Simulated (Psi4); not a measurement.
# doublet HNO−: levels of theory compared

We compute a comparison of 6 runs (UHF/STO-3G, UB2PLYP/def2-TZVPPD, UDSD-PBEP86/def2-TZVPPD, UHSE06/def2-TZVPPD, UOMP2/def2-TZVPPD, UMP3/def2-TZVPPD) of doublet HNO−. 

Program for the calculation: Psi4 1.11.

1 further run of the same task is left out (set aside as unsound or not needed).

## Step 1: Starting point

HNO−: 3 atoms, total charge -1, spin state doublet. SMILES of the parent species: `N=O`. The coordinates come from a PBE0-D4/def2-TZVP relaxation. That shape belongs to the parent species and isn't relaxed for this state.

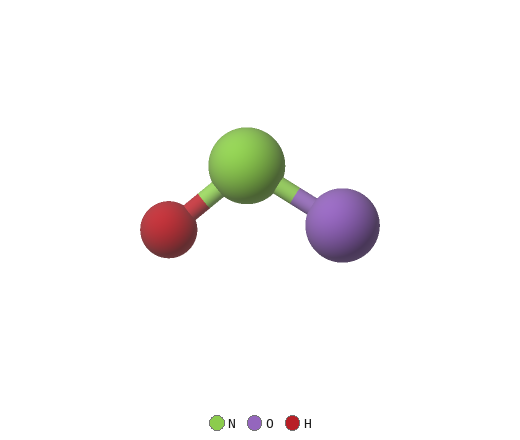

The structure, seen from a chosen angle (nitrogen green, oxygen purple, hydrogen red).

## Step 2: A single-point energy at UHF/STO-3G (run 1)

Contents of job.inp:

```
memory 2200 MB

molecule {
  -1 2
  N     -0.283700     0.312790    -0.117160
  O      0.755300     0.397200     0.456500
  H     -0.471600    -0.709980    -0.339350
  symmetry c1
  no_reorient
  no_com
}

set {
  basis STO-3G
  reference uhf
  puream true
  e_convergence 1e-09
  d_convergence 1e-08
  scf_type pk
  maxiter 100
}

e_tot, wfn = energy("scf", return_wfn=True)
oeprop(wfn, "MAYER_INDICES", "QUADRUPOLE", "MULLIKEN_CHARGES")
```

Run with:

```bash
$ psi4 -n 1 job.inp job.out
```

job.out:

```text
[...]
  Running in c1 symmetry.
[...]
  Nuclear repulsion =   30.697191710216305
[...]
  Multiplicity = 2
[...]
  Nalpha       = 9
  Nbeta        = 8
[...]
    Number of basis functions: 11
[...]
   @UHF iter   1:  -127.80169855503181   -8.57660e-01   2.07914e-02 DIIS/ADIIS
[...]
   @UHF iter  13:  -127.85368781281501   -3.55271e-13   7.30240e-09 DIIS
[...]
   @S^2 Observed:                7.519650175E-01
[...]
    Orbital Energies [Eh]
    ---------------------
    Alpha Occupied:
       1A    -19.746730     2A    -14.834804     3A     -0.993391
       4A     -0.479434     5A     -0.184565     6A     -0.180051
       7A     -0.079440     8A      0.149134     9A      0.180094
    Alpha Virtual:
      10A      1.044138    11A      1.374879
    Beta Occupied:
       1A    -19.728445     2A    -14.821560     3A     -0.926041
       4A     -0.408203     5A     -0.158478     6A     -0.053791
[...]
  @UHF Final Energy:  -127.85368781281501
   => Energetics <=
    Nuclear Repulsion Energy =             30.6971917102163054
    One-Electron Energy =                -245.0602007712848263
    Two-Electron Energy =                  86.5093212482534994
    Total Energy =                       -127.8536878128150107
  UHF NO Occupations:
  HONO-2 :    7  A 1.9996828
  HONO-1 :    8  A 1.9993345
[...]
 Multipole Moments:
 ------------------------------------------------------------------------------------
     Multipole            Electronic (a.u.)      Nuclear  (a.u.)        Total (a.u.)
 ------------------------------------------------------------------------------------
 L = 1.  Multiply by 2.5417464519 to convert [e a0] to [Debye]
 Dipole X            :         -6.9245579            6.7744792           -0.1500787
 Dipole Y            :         -9.5573210            8.8007380           -0.7565830
 Dipole Z            :         -4.8805673            4.7101991           -0.1703683
 Magnitude           :                                                    0.7899157
 L = 2.  Multiply by 1.3450342976 to convert [e a0^2] to [Debye ang]
 Quadrupole XX       :        -29.0798482           19.1038795           -9.9759687
 Quadrupole XY       :         -7.7008730            7.5481533           -0.1527198
[...]
  Mulliken Charges: (a.u.)
   Center  Symbol    Alpha    Beta     Spin     Total
       1     N     3.94896  3.48682  0.46214 -0.43577
       2     O     4.51110  3.93385  0.57724 -0.44495
       3     H     0.53995  0.57933 -0.03938 -0.11928
   Total alpha =  9.00000, Total beta =  8.00000, Total charge = -1.00000
  Mayer Bond Indices:
  Total Bond Index:
  Irrep: 1 Size: 3 x 3
[...]
```

It took 4.5 s on 1 thread of Intel Xeon at 2.50GHz (Skylake/Cascade Lake), shared host; peak memory 0.18 GiB.

## Step 3: The energy at UB2PLYP/def2-TZVPPD (density fitting for correlation) (run 2)

Contents of input.dat:

```
memory 2200 mb

molecule {
  -1 2
  N     -0.283700     0.312790    -0.117160
  O      0.755300     0.397200     0.456500
  H     -0.471600    -0.709980    -0.339350
  symmetry c1
  no_reorient
  no_com
}

set {
  basis                def2-TZVPPD
  reference            uks
  puream               true
  e_convergence        1e-09
  d_convergence        1e-08
  scf_type             pk
  dft_radial_points    99
  dft_spherical_points 590
  num_frozen_docc      2
  maxiter              100
}

E = energy("b2plyp")
print_variables()
```

Run with:

```bash
$ psi4 -i input.dat -o output.dat -n 1
```

output.dat:

```text
[...]
  Running in c1 symmetry.
[...]
  Nuclear repulsion =   30.697191710216305
[...]
  Multiplicity = 2
[...]
  Nalpha       = 9
  Nbeta        = 8
[...]
    Number of basis functions: 94
[...]
   @UKS iter   1:  -130.11144943563082   -2.84761e-01   6.53406e-03 DIIS/ADIIS
[...]
   @UKS iter  15:  -130.29356313049158   -3.92220e-12   2.68256e-09 DIIS
[...]
   @S^2 Observed:                7.612505173E-01
[...]
    Orbital Energies [Eh]
    ---------------------
    Alpha Occupied:
       1A    -19.438800     2A    -14.593164     3A     -0.995365
       4A     -0.515749     5A     -0.292632     6A     -0.259844
       7A     -0.212759     8A      0.011368     9A      0.043210
    Alpha Virtual:
      10A      0.229622    11A      0.238278    12A      0.267350
      13A      0.278708    14A      0.341887    15A      0.369573
      16A      0.391178    17A      0.442779    18A      0.488603
      19A      0.558870    20A      0.559435    21A      0.600224
      22A      0.660341    23A      0.665024    24A      0.682410
      25A      0.710518    26A      0.719239    27A      0.736946
[...]
  @UKS Final Energy:  -130.29356313049158
   => Energetics <=
    Nuclear Repulsion Energy =             30.6971917102163054
    One-Electron Energy =                -244.1737423480200846
    Two-Electron Energy =                  90.8946826861781432
    DFT Exchange-Correlation Energy =      -7.7116951788659529
    Empirical Dispersion Energy =           0.0000000000000000
    VV10 Nonlocal Energy =                  0.0000000000000000
    Total Energy =                       -130.2935631304915773
[...]
 Multipole Moments:
 ------------------------------------------------------------------------------------
     Multipole            Electronic (a.u.)      Nuclear  (a.u.)        Total (a.u.)
 ------------------------------------------------------------------------------------
 L = 1.  Multiply by 2.5417464519 to convert [e a0] to [Debye]
 Dipole X            :         -7.1003863            6.7744792           -0.3259071
 Dipole Y            :         -9.7004837            8.8007380           -0.8997457
 Dipole Z            :         -4.9927982            4.7101991           -0.2825992
 Magnitude           :                                                    0.9978076
[...]
```

Wall time 30 s (1 thread of Intel Xeon at 2.50GHz (Skylake/Cascade Lake), shared host); peak memory 0.8 GiB.

Runs 3 to 4 aren't shown in full; the table further down has their settings and results.

## Step 4: A single-point energy at UOMP2/def2-TZVPPD (density fitting for correlation) (run 5)

Contents of job.in:

```
memory 2200 MB

molecule m {
  -1 2
  N
  O 1 R2
  H 1 R3 2 A3

  R2 = 1.189845
  R3 = 1.063359
  A3 = 108.86126
  symmetry c1
}

set reference uhf
set puream true
set e_convergence 1e-09
set d_convergence 1e-08
set scf_type pk
set num_frozen_docc 2
set maxiter 100

energy_value, wavefunction = energy('omp2/def2-TZVPPD', return_wfn=True)
```

Run with:

```bash
$ psi4 -i job.in -o job.out -n 1
```

job.out:

```text
[...]
  Running in c1 symmetry.
[...]
  Nuclear repulsion =   30.697200196618560
[...]
  Multiplicity = 2
[...]
  Nalpha       = 9
  Nbeta        = 8
[...]
    Number of basis functions: 94
[...]
   @UHF iter   1:  -129.71653187045581   -5.39279e-01   4.85573e-03 DIIS/ADIIS
[...]
   @UHF iter  18:  -129.82438041295268   -2.27374e-12   6.27465e-09 DIIS
[...]
   @S^2 Observed:                7.755801374E-01
[...]
    Orbital Energies [Eh]
    ---------------------
    Alpha Occupied:
       1A    -20.264575     2A    -15.318810     3A     -1.201624
       4A     -0.676101     5A     -0.401654     6A     -0.386804
       7A     -0.321901     8A     -0.075947     9A     -0.055650
    Alpha Virtual:
      10A      0.259943    11A      0.273715    12A      0.301590
      13A      0.318875    14A      0.387904    15A      0.417901
      16A      0.438959    17A      0.493067    18A      0.550740
      19A      0.629160    20A      0.632494    21A      0.668549
      22A      0.735853    23A      0.738293    24A      0.755998
      25A      0.797216    26A      0.802074    27A      0.814857
[...]
  @UHF Final Energy:  -129.82438041295268
   => Energetics <=
    Nuclear Repulsion Energy =             30.6972001966185601
    One-Electron Energy =                -244.1598567219587608
    Two-Electron Energy =                  83.6382761123875156
    Total Energy =                       -129.8243804129526779
  UHF NO Occupations:
  HONO-2 :    7  A 1.9980439
  HONO-1 :    8  A 1.9916340
[...]
 Multipole Moments:
 ------------------------------------------------------------------------------------
     Multipole            Electronic (a.u.)      Nuclear  (a.u.)        Total (a.u.)
 ------------------------------------------------------------------------------------
 L = 1.  Multiply by 2.5417464519 to convert [e a0] to [Debye]
 Dipole X            :          0.5482259           -0.9126142           -0.3643883
 Dipole Y            :         -0.9243467            0.8826396           -0.0417071
 Dipole Z            :         -0.0000000            0.0000000           -0.0000000
 Magnitude           :                                                    0.3667674
[...]
	Warning: cc_lambda option is changed to TRUE
	For this residual convergence, default PCG convergence is:     1.00e-07
[...]
	DF-SCS-MP2 Total Energy (a.u.)     :  -130.25182921566662
	DF-SOS-MP2 Total Energy (a.u.)     :  -130.24600518895031
[...]
	DF-SCS-OMP2 Total Energy (a.u.)    :  -130.25954480634510
	DF-SOS-OMP2 Total Energy (a.u.)    :  -130.21915698756584
	DF-SCS(N)-OMP2 Total Energy (a.u.) :  -130.02745372966410
[...]
	DF-OMP2 Total Energy (a.u.)        :  -130.27282862039613
[...]
```

It took 53 s on 1 thread of Intel Xeon at 2.50GHz (Skylake/Cascade Lake), shared host; peak memory 0.34 GiB.

## Step 5: The energy at UMP3/def2-TZVPPD (run 6)

Contents of calc.in:

```
memory 2.2 GB

molecule {
  -1 2
  N     -0.283700     0.312790    -0.117160
  O      0.755300     0.397200     0.456500
  H     -0.471600    -0.709980    -0.339350
  units angstrom
  symmetry c1
  no_reorient
  no_com
}

set {
  reference uhf
  puream true
  e_convergence 1e-09
  d_convergence 1e-08
  scf_type pk
  num_frozen_docc 2
  maxiter 100
  mp_type conv
}

energy("mp3/def2-TZVPPD")
```

Run with:

```bash
$ psi4 calc.in calc.out -n 1
```

calc.out:

```text
[...]
  Running in c1 symmetry.
[...]
  Nuclear repulsion =   30.697191710216305
[...]
  Multiplicity = 2
[...]
  Nalpha       = 9
  Nbeta        = 8
[...]
    Number of basis functions: 94
[...]
   @UHF iter   1:  -129.71653190912781   -5.39281e-01   4.85573e-03 DIIS/ADIIS
[...]
   @UHF iter  18:  -129.82438049256734   -2.18847e-12   6.27467e-09 DIIS
[...]
   @S^2 Observed:                7.755801723E-01
[...]
    Orbital Energies [Eh]
    ---------------------
    Alpha Occupied:
       1A    -20.264575     2A    -15.318810     3A     -1.201624
       4A     -0.676101     5A     -0.401654     6A     -0.386804
       7A     -0.321901     8A     -0.075948     9A     -0.055650
    Alpha Virtual:
      10A      0.259943    11A      0.273715    12A      0.301590
      13A      0.318875    14A      0.387904    15A      0.417901
      16A      0.438959    17A      0.493067    18A      0.550740
      19A      0.629160    20A      0.632494    21A      0.668549
      22A      0.735853    23A      0.738293    24A      0.755998
      25A      0.797216    26A      0.802074    27A      0.814857
[...]
  @UHF Final Energy:  -129.82438049256734
   => Energetics <=
    Nuclear Repulsion Energy =             30.6971917102163054
    One-Electron Energy =                -244.1598403173705663
    Two-Electron Energy =                  83.6382681145869071
    Total Energy =                       -129.8243804925673430
  UHF NO Occupations:
  HONO-2 :    7  A 1.9980439
  HONO-1 :    8  A 1.9916339
[...]
 Multipole Moments:
 ------------------------------------------------------------------------------------
     Multipole            Electronic (a.u.)      Nuclear  (a.u.)        Total (a.u.)
 ------------------------------------------------------------------------------------
 L = 1.  Multiply by 2.5417464519 to convert [e a0] to [Debye]
 Dipole X            :         -7.1626130            6.7744792           -0.3881339
 Dipole Y            :         -9.7698656            8.8007380           -0.9691276
 Dipole Z            :         -5.0347178            4.7101991           -0.3245187
 Magnitude           :                                                    1.0932377
[...]
	SCS-MP2 Total Energy (a.u.)        :  -130.25208804934709
	SOS-MP2 Total Energy (a.u.)        :  -130.24629205444208
[...]
	SOS-PI-MP2 Total Energy (a.u.)     :  -130.27874678997091
[...]
	MP2 Total Energy (a.u.)            :  -130.26368003915707
[...]
	SCS-MP3 Total Energy (a.u.)        :  -130.25282844166580
[...]
	MP3 Total Energy (a.u.)            :  -130.26664160843188
[...]
```

Run time: 42 s. Hardware: 1 thread of Intel Xeon at 2.50GHz (Skylake/Cascade Lake), shared host; peak memory 1.1 GiB.

## Step 6: All runs side by side

```csv
run,level,frozen core orbitals,fitting correlation,energy (Eh),HOMO energy (eV),LUMO energy (eV),⟨S²⟩,wall time
1,UHF/STO-3G,0,–,-127.853688,4.90,22.04,0.752,4.5 s
2,UB2PLYP/def2-TZVPPD (density fitting for correlation),2,density fitting,-130.438064,1.18,6.25,0.761,30 s
3,UDSD-PBEP86/def2-TZVPPD (density fitting for correlation),2,density fitting,-130.324692,0.05,6.65,0.765,29 s
4,UHSE06/def2-TZVPPD,0,–,-130.398969,3.11,5.42,0.756,65 s
5,UOMP2/def2-TZVPPD (density fitting for correlation),2,density fitting,-130.272829,-1.22,7.07,0.776,53 s
6,UMP3/def2-TZVPPD,2,none,-130.266642,-1.22,7.07,0.776,42 s
```

## Step 7: Outcome

```
                                                         quantity          value
                                              run 6: total energy  -130.26664 Eh
run 6: HOMO energy (Hartree–Fock orbitals) (highest over α and β)       -1.22 eV
 run 6: LUMO energy (Hartree–Fock orbitals) (lowest over α and β)        7.07 eV
               run 6: correlation energy (2 core orbitals frozen)     -442.3 mEh
                         run 6: ⟨S²⟩ of the reference determinant          0.776
```

What this shows: Totals of different functionals can't be ranked against each other. In runs 1, 2, 3, 4 the HOMO lies above zero, so the outermost electron may be held by the basis alone. In run 1 the basis is minimal, so the values are rough. All runs together took 3.7 min, the longest 65 s.
